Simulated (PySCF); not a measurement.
## A study: C2H6Al, doublet, SMILES `C[Al]C`

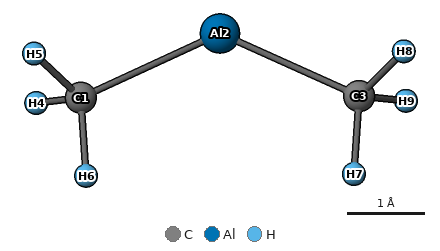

The molecule, with its atoms numbered as below. No frequency check shows the geometry to be a minimum.

Geometry (Å), atoms numbered from 1:

```
C1       1.8160   -0.3382   -0.0003
Al2      0.0001    0.5516   -0.0000
C3      -1.8161   -0.3381    0.0003
H4       2.4123   -0.0617    0.8779
H5       2.4120   -0.0619   -0.8788
H6       1.7478   -1.4329    0.0031
H7      -1.7479   -1.4329   -0.0030
H8      -2.4124   -0.0618   -0.8779
H9      -2.4120   -0.0617    0.8787
```

Part 1: Bonding charge

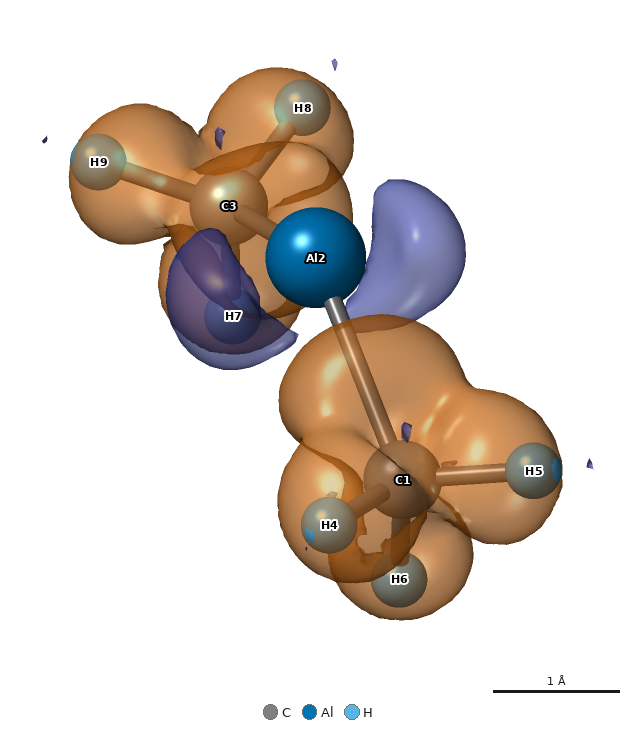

Deformation density (molecule less spherical, spin-averaged free atoms at the same positions), surfaces at ±0.07 e/Å³; orange: gain, blue: loss.

Computed with PySCF, HF/cc-pVTZ, geometry: GFN2-xTB. The stability of the open-shell solution wasn't checked. GFN2-xTB doesn't know the spin state, so this open-shell geometry is rough.

**How much density has each bond gained at its critical point, relative to the free atoms?**

C3–H7 and C1–H6: +0.68 e/Å³ at the bond critical point (bond length 1.10 Å, Mayer order 1.0). C1–H5, C3–H9, C1–H4 and C3–H8: +0.68 e/Å³ at the bond critical point (bond length 1.10 Å, Mayer order 1.0). C1–Al2 and Al2–C3: +0.15 e/Å³ at the bond critical point (bond length 2.02 Å, Mayer order 1.0). In all, 2.0 electrons gather in the regions of gain relative to the promolecule.

Part 2: Bond critical points

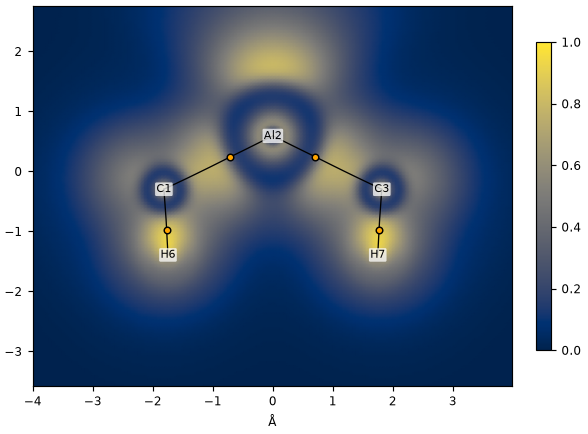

Localised orbital locator (LOL) in the plane of C1, Al2, C3, H6 and H7, with bond paths and bond critical points (dots).

**Rank the bonds in the plane by LOL at their critical points.**

C3–H7 and C1–H6: about 0.87; C1–Al2 and Al2–C3: about 0.31. Values above 0.5 mark slow, localised electrons, as in shared pairs; low values at a critical point mark a polar or closed-shell contact whose critical point lies between the shells.

**Where along C3–H7 does the critical point lie?**

0.68 Å from C3 and 0.42 Å from H7.

Part 3: Electrostatic potential

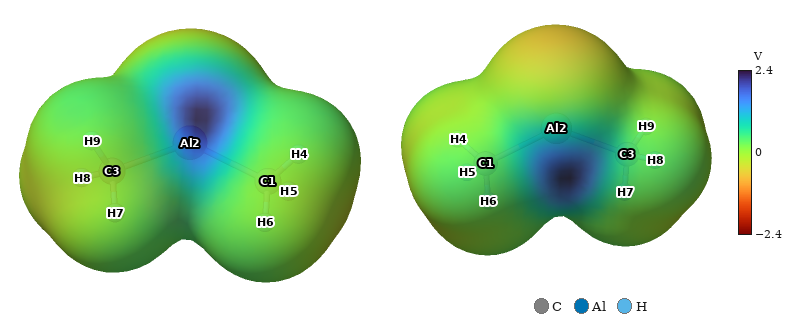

Electrostatic potential on the surface of electron density 0.001 a.u. (back view left, front view right).

**Where are the extremes of the potential on the surface?**

Highest: 2.38 V, 1.9 Å from Al2, and at like points elsewhere. Further maxima include 0.34 V, 1.4 Å from H7, and at like points elsewhere. Lowest: −0.66 V, 2.7 Å from Al2. Further minima include −0.40 V, near H6 (1.85 Å), H5 (1.85 Å), H4 (1.93 Å) and C1 (2.00 Å), and at like points elsewhere. The surface is sampled at points, so like sites can differ by a few per cent and only the strongest of them is named.

Part 4: Spin density

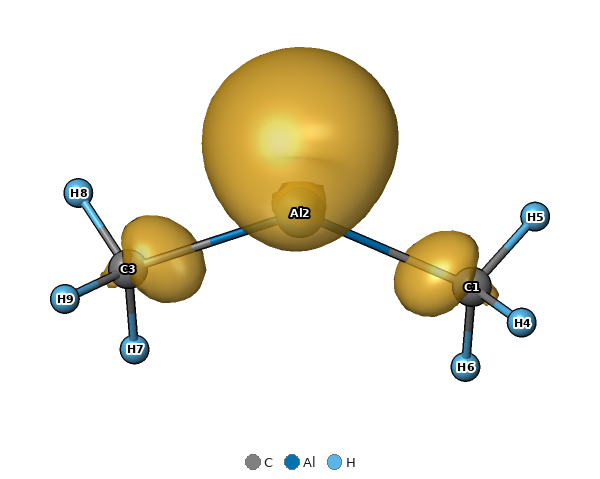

Spin density ρα − ρβ at ±0.05 e/Å³ (yellow: excess α, teal: excess β).

**Give the atomic spin populations that go with this picture.**

Hirshfeld spin populations: Al2 +0.81 and C1 and C3 +0.08. ⟨S²⟩ = 0.75, as for a pure state.

Part 5: In an electric field

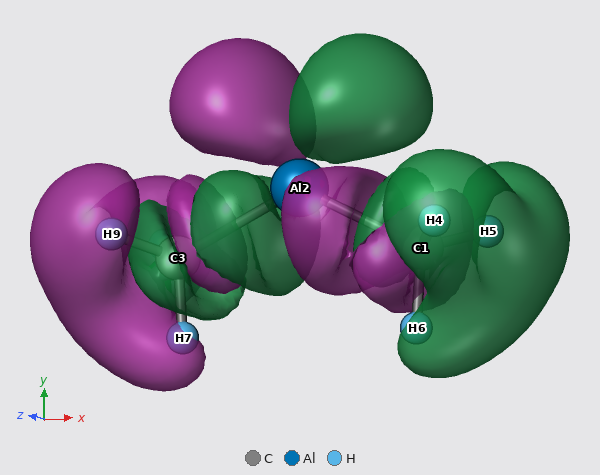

Change of the electron density in a uniform field of 0.26 V/Å, surfaces at ±0.001 e/Å³ (green: gain, purple: loss).

PySCF calculation, PBE0/6-31+G*, gas phase; geometry: GFN2-xTB. The basis has diffuse s and p functions alone, which still leaves polarisabilities too small, most of all across bonds. The stability of the open-shell solution wasn't checked. GFN2-xTB doesn't know the spin state, so this open-shell geometry is rough.

**Along which Cartesian direction does the field point?**

Along −x: electrons gather on the +x side, against the field.

**What dipole is induced, and what polarisability does it imply?**

The induced dipole is 1.02 D (along the field); α along this axis, from the fields in both directions, is 80 bohr³ (11.9 Å³).

**Which atoms gain and lose the most charge?**

Electrons gather most on C1 (Hirshfeld charge changes by −0.010 e) and leave C3 most (+0.010 e); 0.074 electrons are displaced in all.

Part 6: Removing or adding an electron

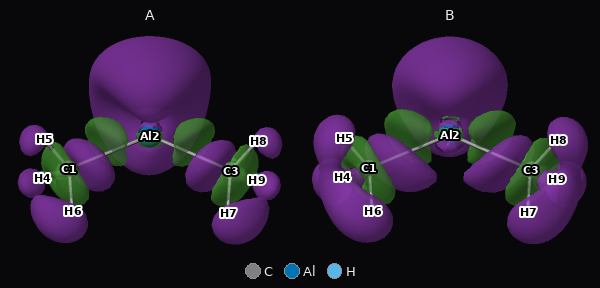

The two Fukui functions at ±0.015 e/Å³ (purple positive, green negative).

Computed with PySCF, B3LYP/def2-TZVP, geometry: GFN2-xTB. GFN2-xTB doesn't know the spin state, so this open-shell geometry is rough.

**Why do the two look alike?**

The electron leaves from or enters the same singly occupied orbital. A is f⁺, B is f⁻. f⁻ (Hirshfeld-condensed) is largest on Al2 (0.55); the vertical ionisation energy is 6.88 eV (to the singlet cation, which needn't be its lowest state). f⁺ (Hirshfeld-condensed) is largest on Al2 (0.58); the vertical electron affinity is 0.12 eV (to the singlet anion, which needn't be its lowest state; the anion's highest orbital has positive energy, so this value and f⁺ depend on the basis).

The PySCF runs shown took 3.9 s, 22 s and 35 s on 1 thread of Intel(R) Xeon(R) Platinum 8259CL CPU @ 2.50GHz (Skylake/Cascade Lake), with other jobs on the host.
